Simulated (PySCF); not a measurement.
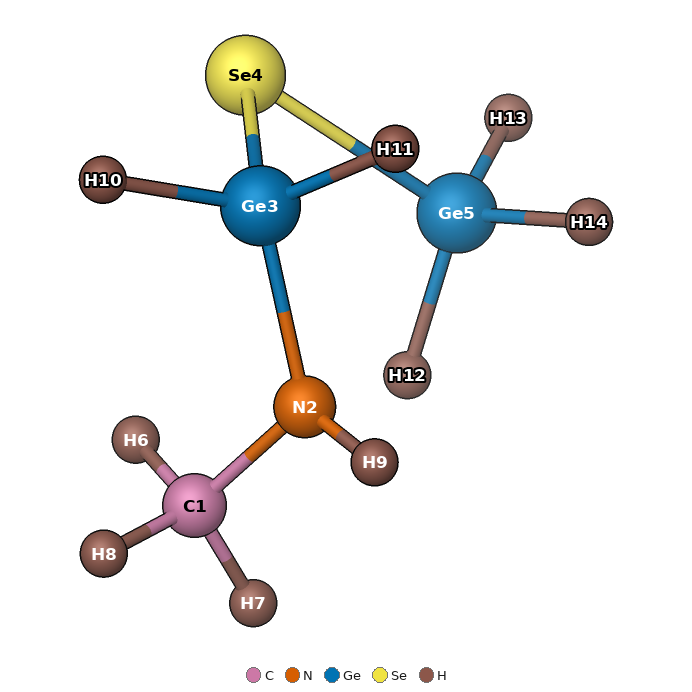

Computed geometry: PBE0-D3(BJ)/def2-SVP optimisation. No frequency run is at hand to confirm it as a minimum. Method: delta-SCF UKS SCAN, pcX-2 on the ionised atom, pcseg-1 elsewhere, spin-free X2C (PySCF 2.14.0).

Give the core-electron binding energies (to vacuum) of C1 1s, N2 1s.

```
atom  level  binding energy (eV)
  C1     1s                291.5
  N2     1s                404.3
```
